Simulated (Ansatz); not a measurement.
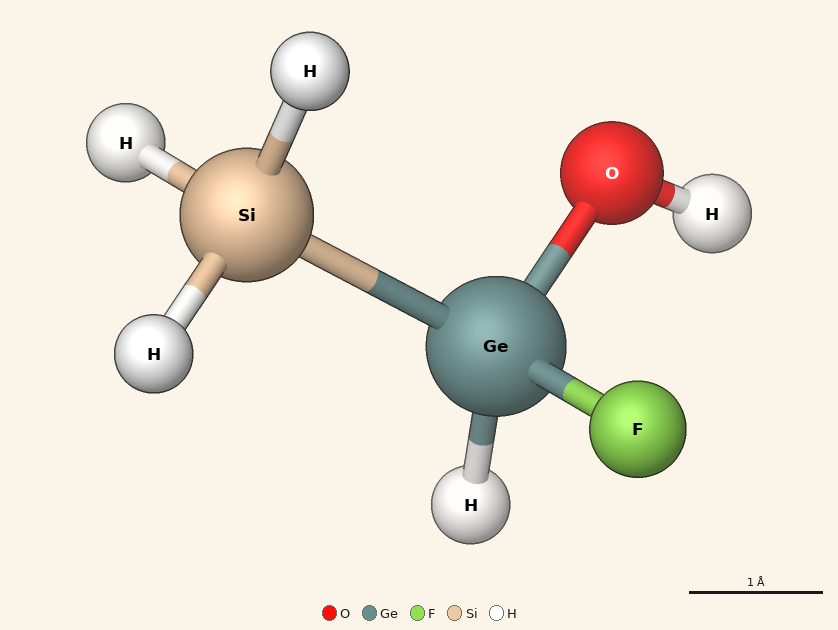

Ball-and-stick drawing of a structure.

Describe the molecule.

Formula FGeH₅OSi. As SMILES it reads `[OH][Ge@@H]([F])[SiH3]`. Among its groups: Si–H bond. The point group is C1. Coordination: 1 O bent; 1 Ge tetrahedral; 1 Si tetrahedral.

More results for the same structure follow; atom numbers are the same in all pictures, views and colours differ. Computed geometry: PBE0-D4/def2-TZVP optimisation.

## Shape

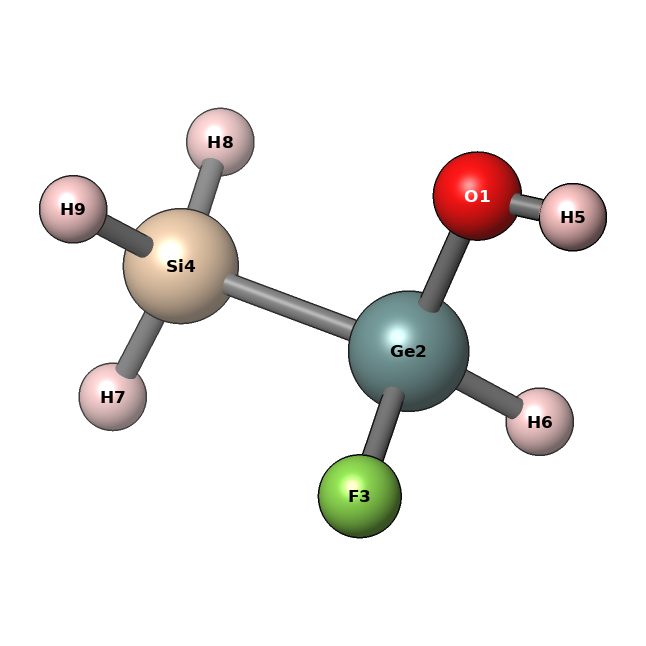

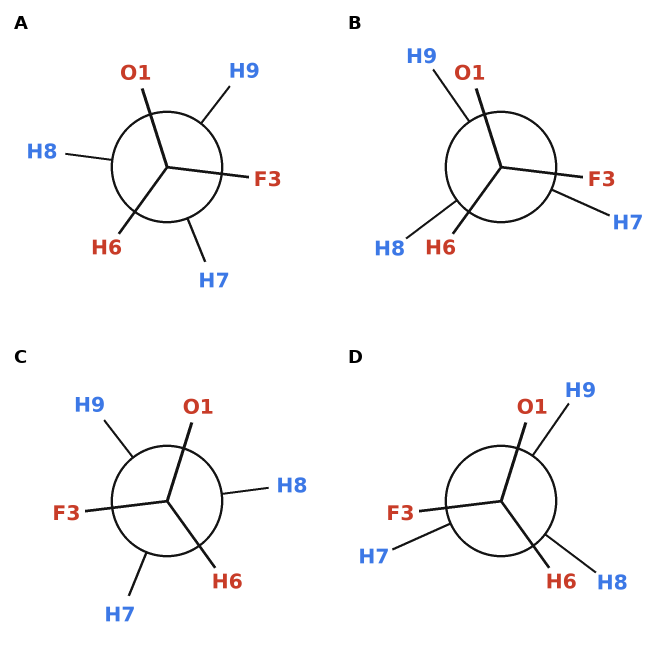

Distant atoms are faded towards the background colour. Bonds that would overlap in a projection are set slightly apart.

Which Newman projection shows the view along Ge2–Si4, with Ge2 in front?

Answer. C. The torsion angle F3–Ge2–Si4–H7 is −61°, synclinal (gauche).

## Electronic properties

Level of theory: RKS r2SCAN-D4/def2-TZVPP (Ansatz 0.2.0).

Computed properties:

- dipole moment: 1.80 D
- HOMO energy (Kohn–Sham orbital): −7.58 eV
- LUMO energy (Kohn–Sham orbital): −0.86 eV
- HOMO–LUMO gap: 6.72 eV
- dispersion correction: −3.9 kJ/mol

## Vibrations

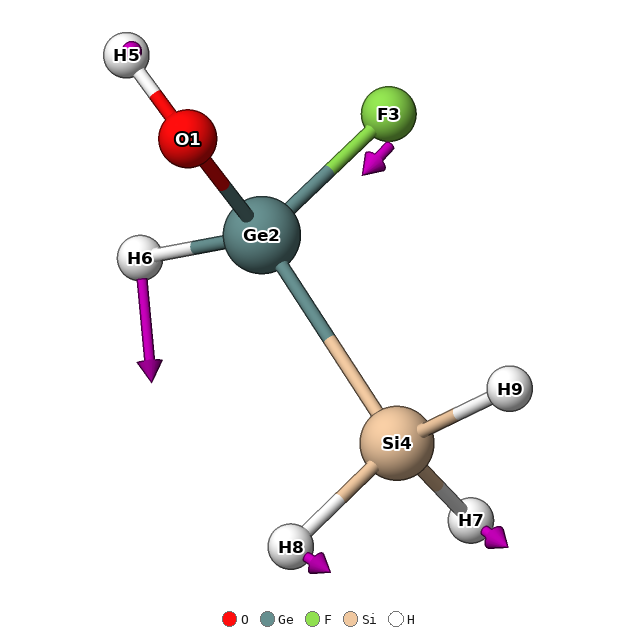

The arrows show one normal mode. Harmonic vibrations computed with RKS PBE0-D4/def2-TZVP (Ansatz 0.2.0) at a stationary point of the same level.

Estimate its harmonic wavenumber.

Answer. 672 cm⁻¹; it is mode 9 of 21 counted from the lowest.

## Charges

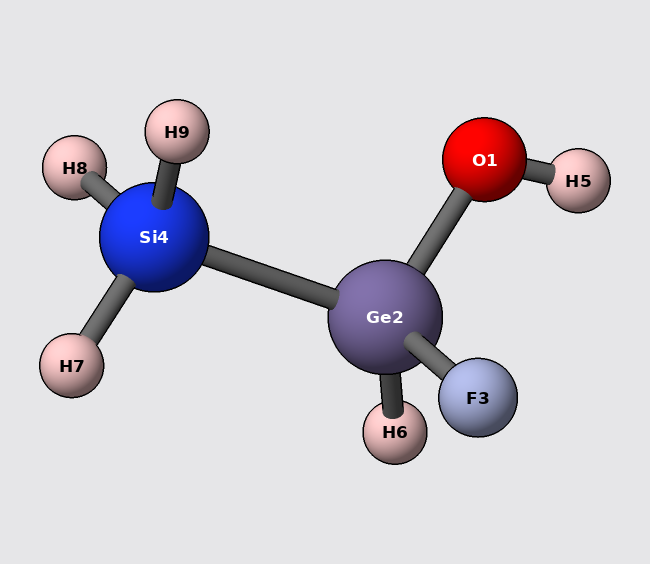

The questions are on Mulliken charges. Properties computed with RKS PBE0-D4/def2-TZVP (Ansatz 0.2.0).

List the Mulliken charges.

| atom | value (e) |
| --- | --- |
| O1 | −0.56 |
| Ge2 | 0.65 |
| F3 | −0.39 |
| Si4 | −0.03 |
| H5 | 0.32 |
| H6 | −0.01 |
| H7 | 0.00 |
| H8 | 0.00 |
| H9 | 0.01 |

Mulliken values depend strongly on the basis set and can even reverse the polarity of a bond.
